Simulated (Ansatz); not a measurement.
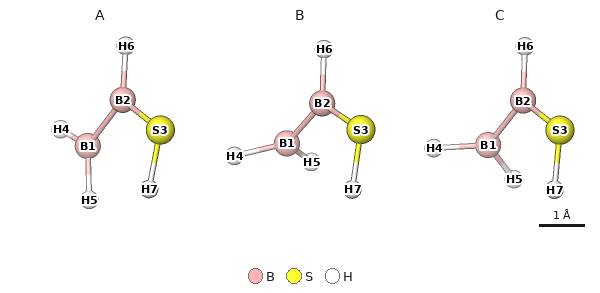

3 geometries from a converged minimum-energy path of B₂H₄S, shuffled. Style: ball-and-stick. Shown from a free direction.

The calculation used RKS LDA/def2-SVP in Ansatz. Set-up: 7 movable images; climbing image; force threshold 0.05 eV/Å; iteration limit 60; starting path through a guess of the saddle point.

> Which of them lies highest in energy?

A. In order along the path, whose images run from 0 to 8: B (image 0, 0.0 kcal/mol), C (image 1, +0.8 kcal/mol), A (image 4, +7.3 kcal/mol). The motion is a rotation about the B1–B2 bond by about 180°. No bond forms or breaks between the ends. Among the angles between lasting bonds that change up to the highest image: B1–B2–S3 127.1° → 119.6°, B1–B2–H6 121.1° → 128.0°.

Cost: 57 s on 1 thread of Intel(R) Xeon(R) Platinum 8259CL CPU @ 2.50GHz (Skylake/Cascade Lake) (shared host), peak memory 0.13 GiB.
